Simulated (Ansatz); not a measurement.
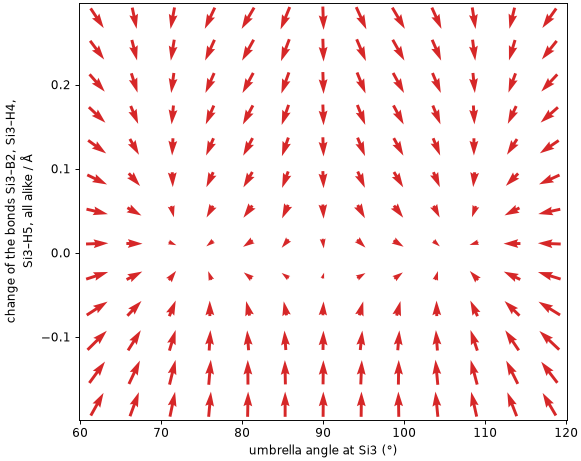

BH2OSi, SMILES [O]B=[SiH2], spin multiplicity 2. 
- First axis: umbrella angle at Si3 (between each of its bonds and their common axis; 90 is planar). Second axis: change of the bonds Si3–B2, Si3–H4, Si3–H5, all alike.
- Nothing is relaxed (all other coordinates rigid).
- Grid: 13 × 13 points.
- Points are written as (first, second).
- All numbers below come from UKS B3LYP-D4/def2-TZVP (Ansatz).

In the figure: arrows along the force (downhill), their lengths compressed.

Q: The arrows alone are given. Where are the wells?

A: The arrows converge at about (106°, 0.000 Å); about (74°, 0.00 Å) (0.30 kcal/mol up) (read from the interpolated surface).

The energy map of the same scan:

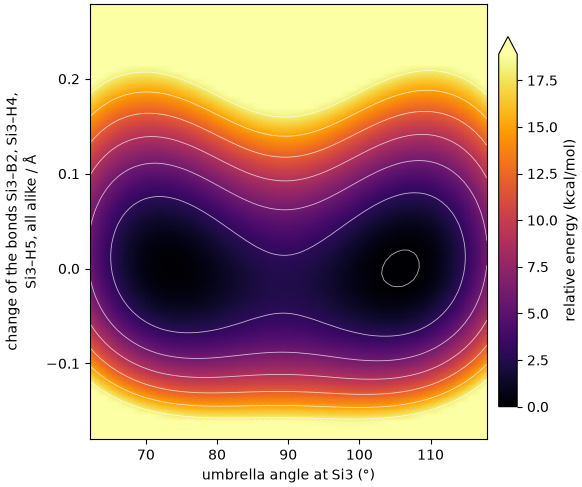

Energies are in kcal/mol, from the lowest grid point; between grid points the surface is interpolated.
